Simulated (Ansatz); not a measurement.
**Run report: C3H12O3Si2, molecular dynamics (part 3 of 3)**

C3H12O3Si2; RHF/STO-3G (Ansatz 0.2.0). It belongs to a series of runs on one base structure; here: dynamics from the start.

Geometry of the input (Å):
```
Si -0.0124  -0.0601  -0.1639
Si 0.0029  0.0193  2.1034
H  -1.3230  0.0648  2.6176
H  0.6476  -1.1265  2.6475
H  0.6977  1.1790  2.5455
O  1.5145  0.0654  -0.8439
C  2.3786  -1.0456  -0.6319
H  1.9641  -1.9880  -1.0076
H  3.3147  -0.8611  -1.1650
H  2.6291  -1.1944  0.4260
O  -0.7698  1.2666  -0.8566
C  -2.1894  1.2980  -0.7647
H  -2.5532  1.3087  0.2707
H  -2.5459  2.2142  -1.2426
H  -2.6694  0.4541  -1.2739
O  -0.6873  -1.4544  -0.8071
C  -1.5198  -2.2607  0.0137
H  -1.0004  -2.6591  0.8936
H  -2.4137  -1.7365  0.3727
H  -1.8613  -3.1165  -0.5748
```

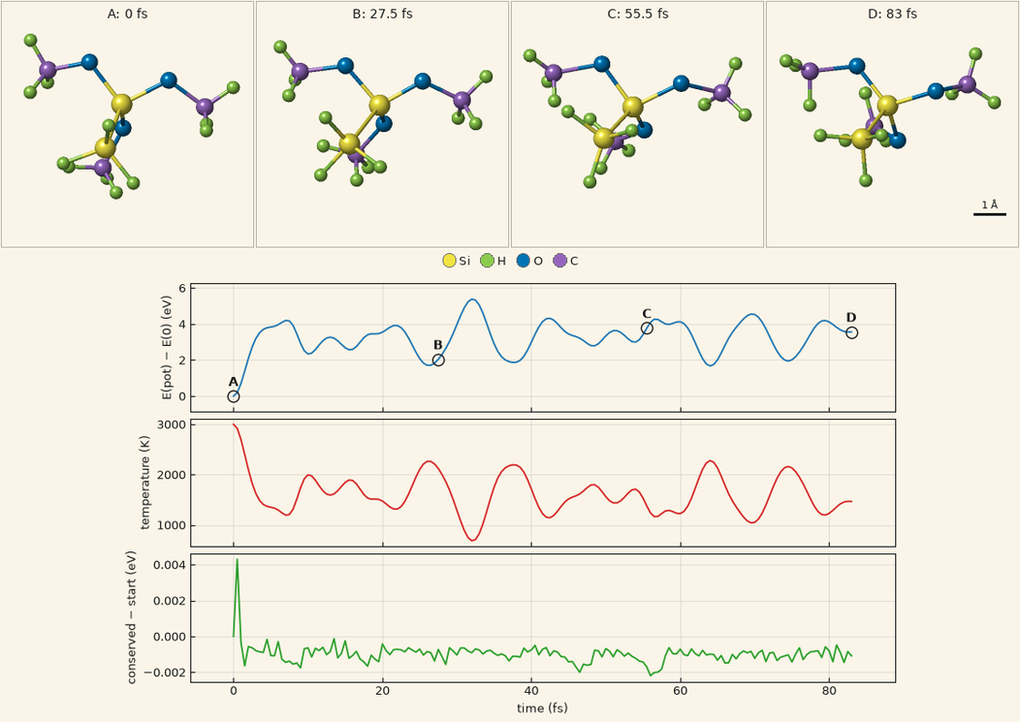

*Frames of the molecular dynamics (ball-and-stick, seen at a tilt) above the curves, on which the letters mark them.*

The trajectory kept here has 167 frames over 83 fs. The temperature starts at 3000 K, ranges from 686 to 3000 K and averages 1537 K over the second half. The potential energy ends 3.563 eV above its first value. The conserved quantity stays within 0.0065 eV. After an unweighted best fit of the last frame on the first, the root-mean-square displacement is 1.20 Å, and H4 has moved furthest (2.66 Å).

```
Total energy: -24813.98981724 eV, -911.8973062571 hartree
Atom 0 at     0.005124    -0.205680    -0.014931 Å, force     2.508874    -0.249165     3.319996 eV/Å
Atom 1 at    -0.047139     0.517635     2.128371 Å, force     2.029258    -1.020711     0.794422 eV/Å
Atom 2 at    -0.300892    -0.733292     2.721934 Å, force     0.213655    -0.304275     0.919929 eV/Å
Atom 3 at     1.095592     1.181444     2.771873 Å, force    -0.540415    -0.945247    -1.041028 eV/Å
Atom 4 at    -1.069070     1.301114     2.563348 Å, force    -1.922760     1.259681     0.052569 eV/Å
Atom 5 at     1.672413    -0.115039    -0.306989 Å, force     1.272873    -1.797776    -2.165496 eV/Å
Atom 6 at     2.112329    -1.029213    -1.393933 Å, force    -6.078195    -1.366271     1.633243 eV/Å
Atom 7 at     1.229610    -1.635427    -1.705052 Å, force     0.214855     0.943959     0.018945 eV/Å
Atom 8 at     2.372349    -0.582562    -2.273655 Å, force     1.442103     2.658046    -2.785051 eV/Å
Atom 9 at     2.726794    -1.877299    -1.318036 Å, force     2.706671    -0.531660     2.267162 eV/Å
Atom 10 at    -0.859823     0.827419    -0.900039 Å, force    -2.737205     3.949463    -2.492060 eV/Å
Atom 11 at    -2.162473     1.349768    -0.377439 Å, force     0.613962    -4.531720    -0.254456 eV/Å
Atom 12 at    -2.302533     0.597836     0.371805 Å, force    -1.314440     0.393110     1.840823 eV/Å
Atom 13 at    -2.480976     2.318789     0.038814 Å, force     2.055244     0.273072    -0.523701 eV/Å
Atom 14 at    -2.969122     1.049139    -1.046949 Å, force     0.305366     0.595229    -1.031186 eV/Å
Atom 15 at    -0.378110    -1.862213    -0.121770 Å, force    -1.024140     0.895538    -3.107325 eV/Å
Atom 16 at    -1.522761    -2.031481    -1.082660 Å, force     1.745641     2.063920     3.509470 eV/Å
Atom 17 at    -2.278962    -1.829047    -0.385514 Å, force    -2.845676    -0.336366     0.695324 eV/Å
Atom 18 at    -1.713277    -1.289365    -1.853139 Å, force     1.138210    -0.165136    -0.676616 eV/Å
Atom 19 at    -1.614838    -3.025653    -1.404207 Å, force     0.216119    -1.783692    -0.974965 eV/Å
Dipole moment:    -0.466215     0.001320    -0.221096 e Å
```

Trajectory as extended XYZ (Å, eV, eV/Å), 5 of the 167 frames kept, from step=0 to step=166:
```
20
Properties=species:S:1:pos:R:3:forces:R:3 step=0 time_fs=0.0 energy=-24817.55309 temperature=3000.0
Si   -0.0124   -0.0601   -0.1639   -0.0071   0.0067   0.0051
Si    0.0029    0.0193    2.1034    0.0016  -0.0025   0.0011
H    -1.3230    0.0648    2.6176   -0.0013  -0.0013   0.0004
H     0.6476   -1.1265    2.6475    0.0001   0.0011   0.0002
H     0.6977    1.1790    2.5455   -0.0015  -0.0002  -0.0025
O     1.5145    0.0654   -0.8439    0.0065   0.0065  -0.0063
C     2.3786   -1.0456   -0.6319   -0.0003  -0.0030   0.0008
H     1.9641   -1.9880   -1.0076    0.0001  -0.0006  -0.0001
H     3.3147   -0.8611   -1.1650   -0.0007  -0.0004  -0.0001
H     2.6291   -1.1944    0.4260   -0.0001  -0.0001   0.0003
O    -0.7698    1.2666   -0.8566   -0.0117  -0.0073   0.0072
C    -2.1894    1.2980   -0.7647    0.0002  -0.0028  -0.0009
H    -2.5532    1.3086    0.2707    0.0062  -0.0006  -0.0106
H    -2.5459    2.2142   -1.2426    0.0008  -0.0010  -0.0001
H    -2.6694    0.4541   -1.2739    0.0067   0.0083   0.0066
O    -0.6873   -1.4544   -0.8071    0.0009  -0.0036  -0.0047
C    -1.5198   -2.2607    0.0137   -0.0016  -0.0009   0.0011
H    -1.0004   -2.6591    0.8936    0.0007  -0.0005   0.0013
H    -2.4137   -1.7365    0.3727   -0.0004   0.0002   0.0011
H    -1.8613   -3.1165   -0.5748    0.0010   0.0019   0.0002
20
Properties=species:S:1:pos:R:3:forces:R:3 step=42 time_fs=21.0 energy=-24813.73422 temperature=1358.2
Si    0.0545   -0.1787   -0.0723   -0.0194   2.1628  -2.0974
Si   -0.0946    0.2766    2.2691   -1.9140   1.5794  -1.2257
H    -1.2253   -0.1426    3.0637   -0.3085   0.1254  -1.2750
H     0.8258   -0.2655    3.1002    2.5095  -0.8025   0.7251
H    -0.0598    1.7514    2.3840    0.1380  -1.5197  -0.2374
O     1.5969    0.0296   -0.8885   -4.4764   1.3040   0.8196
C     2.3391   -1.1221   -0.8896    3.5308  -1.7907   0.6763
H     2.0581   -2.1257   -1.1909   -1.9968  -0.0475   0.4892
H     3.1775   -1.0273   -1.5146    1.4946   1.1480  -2.0822
H     2.8742   -1.1602    0.0359    0.0333  -1.1425   1.6886
O    -0.8011    1.1680   -0.8402    3.8926  -4.2969   2.8659
C    -2.1647    1.2264   -0.5251   -2.8182   6.2848  -3.0709
H    -2.6360    1.5159    0.5043    1.6262  -2.4904  -1.7573
H    -2.1475    2.2837   -0.9726   -2.6485  -1.3536   0.5561
H    -2.7918    0.6239   -1.2807    0.7143   0.5325   2.5531
O    -0.5616   -1.5374   -0.9310    0.9960   0.3761   2.5867
C    -1.5971   -2.2615   -0.2768   -4.9830  -0.2887  -2.5915
H    -1.5734   -2.7321    0.7436    0.7331   1.5771  -0.7961
H    -2.6171   -1.7314   -0.5074    2.3788  -0.3571   2.1940
H    -1.8561   -3.0900   -0.9353    1.1177  -1.0004  -0.0211
20
Properties=species:S:1:pos:R:3:forces:R:3 step=83 time_fs=41.5 energy=-24813.42491 temperature=1225.4
Si    0.0215   -0.1831   -0.0060    2.9127   0.7013  -1.6833
Si   -0.1412    0.4590    2.2214   -1.3783  -1.4098  -0.0839
H    -1.0195   -0.6005    2.7271    0.5802   1.0763   0.0517
H     1.0865    0.3424    2.9316    0.0352   0.2696  -0.0918
H    -0.8110    1.7637    2.4152    0.9691  -1.3094  -0.2731
O     1.6249   -0.0788   -0.7355   -4.4184   2.5662   1.5194
C     2.3288   -1.1682   -1.1272    7.0027  -1.7235  -1.9781
H     2.0274   -2.1229   -1.5052   -2.4017  -0.6951   0.3457
H     3.1007   -0.9564   -1.9395   -1.9696   1.1236   0.3162
H     3.1140   -1.4001   -0.4065   -0.5449  -0.6813   1.3822
O    -0.8151    1.0699   -0.7777    4.1687  -2.9518   0.5329
C    -2.1007    1.2112   -0.3537   -4.7240   8.3044  -0.7542
H    -2.4278    1.4113    0.8092    1.2044  -2.6139  -3.7601
H    -2.1132    2.4020   -0.6506   -2.0567  -3.6714   0.6209
H    -2.8095    0.6556   -1.1063    0.8662   1.0810   2.9714
O    -0.4251   -1.6145   -0.7702    0.6008   0.3135   1.9858
C    -1.6549   -2.2394   -0.5680   -3.9038  -3.6698  -4.4389
H    -2.0568   -2.7400    0.3655    1.3763   1.8002  -0.4545
H    -2.4893   -1.7265   -1.1269    0.5880   0.6996   2.0410
H    -1.6935   -3.1155   -1.3133    1.0929   0.7903   1.7507
20
Properties=species:S:1:pos:R:3:forces:R:3 step=124 time_fs=62.0 energy=-24814.58609 temperature=1724.4
Si    0.0812   -0.2034   -0.0042   -2.3261   0.3944  -0.3754
Si   -0.1639    0.4674    2.1380    2.9880   1.4284  -1.2135
H    -0.6900   -0.3272    3.1637    0.2979  -0.5851   0.5676
H     1.1697    1.1138    2.2091   -1.1448  -1.2425   1.1694
H    -0.9357    1.6194    2.0348   -0.6669   0.6158   0.4400
O     1.6595   -0.0841   -0.5255    0.7799   0.3939   0.2867
C     2.2411   -1.1368   -1.2527    2.1070  -1.8648  -3.1672
H     1.5648   -1.8879   -1.6040   -1.4077  -0.4034  -0.1044
H     2.7838   -0.8822   -2.2030   -1.1744   1.3851   0.9203
H     3.0417   -1.7840   -0.8650   -0.3290   0.9282   2.0832
O    -0.8409    1.0265   -0.8072    0.5015   0.2954  -0.4392
C    -2.1528    1.3265   -0.2986   -1.4012   1.3877   2.8790
H    -2.1463    1.0246    0.8003   -1.3202  -0.4328  -2.2845
H    -2.5528    2.5095   -0.0839    2.3172  -4.3850  -2.4160
H    -2.8900    0.7166   -0.9258    0.5610   1.5373   1.4508
O    -0.3493   -1.7686   -0.4407   -0.5729   0.2144  -0.7986
C    -1.6546   -2.1697   -0.8566    0.5907  -4.7471   1.4777
H    -2.2688   -2.4379    0.0228   -0.0064   0.7714  -0.1443
H    -2.2440   -1.5928   -1.5040   -0.6695   2.2115  -1.1749
H    -1.6364   -3.1930   -1.3907    0.8760   2.0972   0.8434
20
Properties=species:S:1:pos:R:3:forces:R:3 step=166 time_fs=83.0 energy=-24813.98982 temperature=1468.1
Si    0.0051   -0.2057   -0.0149    2.5089  -0.2492   3.3200
Si   -0.0471    0.5176    2.1284    2.0293  -1.0207   0.7944
H    -0.3009   -0.7333    2.7219    0.2137  -0.3043   0.9199
H     1.0956    1.1814    2.7719   -0.5404  -0.9452  -1.0410
H    -1.0691    1.3011    2.5633   -1.9228   1.2597   0.0526
O     1.6724   -0.1150   -0.3070    1.2729  -1.7978  -2.1655
C     2.1123   -1.0292   -1.3939   -6.0782  -1.3663   1.6332
H     1.2296   -1.6354   -1.7051    0.2149   0.9440   0.0189
H     2.3723   -0.5826   -2.2737    1.4421   2.6580  -2.7851
H     2.7268   -1.8773   -1.3180    2.7067  -0.5317   2.2672
O    -0.8598    0.8274   -0.9000   -2.7372   3.9495  -2.4921
C    -2.1625    1.3498   -0.3774    0.6140  -4.5317  -0.2545
H    -2.3025    0.5978    0.3718   -1.3144   0.3931   1.8408
H    -2.4810    2.3188    0.0388    2.0552   0.2731  -0.5237
H    -2.9691    1.0491   -1.0469    0.3054   0.5952  -1.0312
O    -0.3781   -1.8622   -0.1218   -1.0241   0.8955  -3.1073
C    -1.5228   -2.0315   -1.0827    1.7456   2.0639   3.5095
H    -2.2790   -1.8290   -0.3855   -2.8457  -0.3364   0.6953
H    -1.7133   -1.2894   -1.8531    1.1382  -0.1651  -0.6766
H    -1.6148   -3.0257   -1.4042    0.2161  -1.7837  -0.9750
```

Key numbers:

| quantity | value |
| --- | --- |
| outcome | finished |
| mean temperature over the second half | 1537 K |
| trajectory | 166 steps, 83 fs |
| ensemble | nve_milne |
| temperature in the input | 3000.0 K |
| time step | 0.5 fs |
| potential energy (last step) | −24813.9898 eV |
| mean-field energy (last step) | −24813.9898 eV |
| largest force (length of the vector) (last step) | 6.440 eV/Å |
| wall time | 14 min |
| peak memory | 0.15 GiB |

Notes:

So short a trajectory is not equilibrated.
